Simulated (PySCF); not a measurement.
# Run report: C₃H₅FOS, NMR shielding calculation

System: C₃H₅FOS.
Method: GIAO PBE0/pcSseg-1 NMR shielding, non-relativistic, gas phase (PySCF 2.14.0).

The geometry comes from this level: GFN2-xTB, MD frame at 625 fs, 300 K. It belongs to a series of runs on one base structure; here: MD frame at 625 fs, 300 K. Figures and captions count atoms from 1; the log counts them from 0 in places.

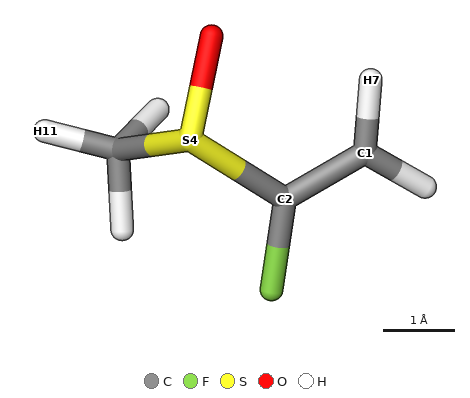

Figure 1. The structure (stick view, seen at a tilt; atoms are numbered from 1 in the order of the input). Bond lengths as drawn: C–C 1.30 Å, C–F 1.36 Å, C–H 1.06 to 1.15 Å, C–S 1.79 to 1.84 Å and O–S 1.49 Å.

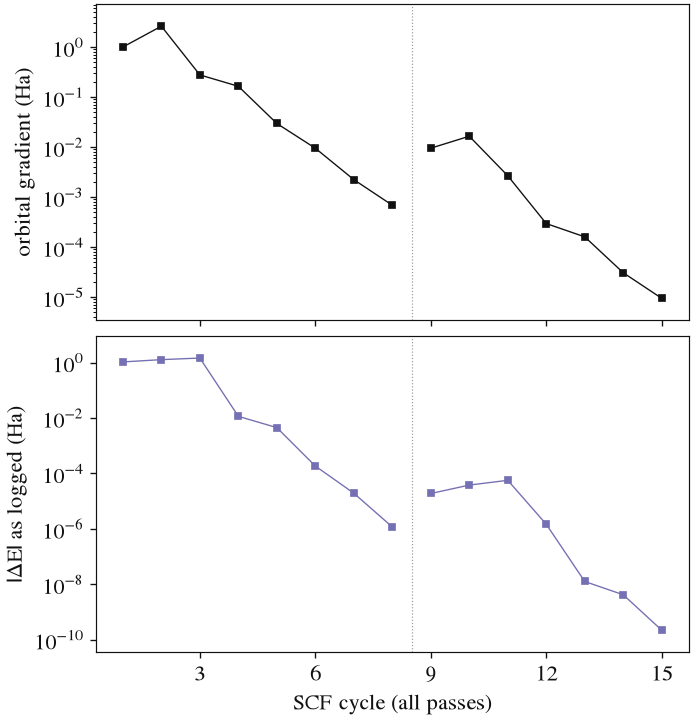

Figure 2. Convergence of the self-consistent field: orbital gradient and size of the energy change against the SCF cycle. The dotted line marks the change from a coarse to the final integration grid. The first 8 cycles use a coarse grid, the final grid takes over at cycle 9, and the field converges after 15 cycles in all.

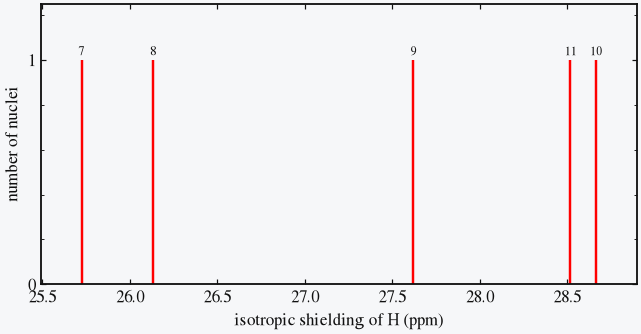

Figure 3. Isotropic shieldings of the hydrogen nuclei in this fixed geometry, labelled by atom number; shielding grows to the right, so chemical shift grows to the left. The least shielded is H7 (25.7 ppm), the most shielded H10 (28.7 ppm).

The input and output of the run follow.

**The input**
```
{"job": {"kind": "nmr", "xc": "PBE0", "basis": "pcSseg-1", "pop": false}, "charge": 0, "multiplicity": 1}
C      2.053500    -1.143200     0.521900
C      0.805000    -1.278400     0.866400
F      0.274100    -2.406900     1.411100
S     -0.240500     0.170300     0.697100
C     -1.316800    -0.782100    -0.448300
O      0.423600     1.031300    -0.326300
H      2.408600    -0.274400     0.024300
H      2.733000    -1.964400     0.666300
H     -1.559100    -1.737900     0.147500
H     -0.659600    -1.057400    -1.297500
H     -2.238400    -0.287700    -0.687900
```

The first line tells a small driver script what to run in PySCF; the rest is the geometry in Å.

Run as:
```bash
OMP_NUM_THREADS=1 python <driver script> task.json out
```

**Output**
```
coarse grid: 10160 points
cycle   1  E = -689.7277270364  dE =  1.055e+00  |g| = 1.007e+00  |ddm| = 3.128e+00
cycle   2  E = -688.4539469361  dE =  1.274e+00  |g| = 2.631e+00  |ddm| = 4.279e+00
cycle   3  E = -689.9101338142  dE = -1.456e+00  |g| = 2.791e-01  |ddm| = 3.742e+00
cycle   4  E = -689.9216246971  dE = -1.149e-02  |g| = 1.653e-01  |ddm| = 4.043e-01
cycle   5  E = -689.9261232661  dE = -4.499e-03  |g| = 2.981e-02  |ddm| = 1.348e-01
cycle   6  E = -689.9263082295  dE = -1.850e-04  |g| = 9.539e-03  |ddm| = 3.054e-02
cycle   7  E = -689.9263275936  dE = -1.936e-05  |g| = 2.244e-03  |ddm| = 1.001e-02
cycle   8  E = -689.9263287631  dE = -1.170e-06  |g| = 6.909e-04  |ddm| = 3.549e-03
final grid: 95048 points
cycle   9  E = -689.9813538133  dE = -1.889e-05  |g| = 9.553e-03  |ddm| = 2.396e-02
cycle  10  E = -689.9813158206  dE =  3.799e-05  |g| = 1.657e-02  |ddm| = 2.502e-02
cycle  11  E = -689.9813723202  dE = -5.650e-05  |g| = 2.679e-03  |ddm| = 1.771e-02
cycle  12  E = -689.9813737858  dE = -1.466e-06  |g| = 2.967e-04  |ddm| = 2.388e-03
cycle  13  E = -689.9813737984  dE = -1.263e-08  |g| = 1.610e-04  |ddm| = 3.448e-04
cycle  14  E = -689.9813738026  dE = -4.197e-09  |g| = 3.080e-05  |ddm| = 1.387e-04
cycle  15  E = -689.9813738028  dE = -2.211e-10  |g| = 9.481e-06  |ddm| = 4.208e-05
converged SCF energy = -689.9813738028

GIAO shielding tensors (ppm)
atom      isotropic    diamagn.    paramagn.     s11        s22        s33       span
  0 C       84.124     256.007    -171.883    -25.684     92.205    185.852    211.535
  1 C       -1.727     263.574    -265.302   -115.424     47.931     62.311    177.735
  2 F      286.408     473.965    -187.557    205.193    291.059    362.971    157.778
  3 S      203.866    1053.162    -849.296     29.875    127.491    454.231    424.355
  4 C      131.539     254.635    -123.095     87.870    128.484    178.263     90.393
  5 O      250.347     399.941    -149.594     55.298    260.942    434.801    379.503
  6 H       25.726      31.645      -5.918     22.853     23.609     30.718      7.865
  7 H       26.132      27.984      -1.852     22.849     24.976     30.572      7.723
  8 H       27.620      28.777      -1.157     22.981     27.600     32.279      9.299
  9 H       28.664      30.447      -1.783     26.274     27.722     31.996      5.722
 10 H       28.519      30.297      -1.778     25.697     26.257     33.603      7.906
```

**Summary**

| quantity | value |
| --- | --- |
| outcome | converged |
| total energy | −689.981374 hartree |
| HOMO | −7.22 eV |
| LUMO | −0.50 eV |
| dipole moment | 2.08 D |
| isotropic shielding, C | −1.7 to 131.5 ppm |
| isotropic shielding, F | 286.4 ppm |
| isotropic shielding, S | 203.9 ppm |
| isotropic shielding, O | 250.3 ppm |
| isotropic shielding, H | 25.7 to 28.7 ppm |
| hardware | 1 CPU thread, shared host |
| wall time | 16 s |
| peak memory | 0.68 GiB |
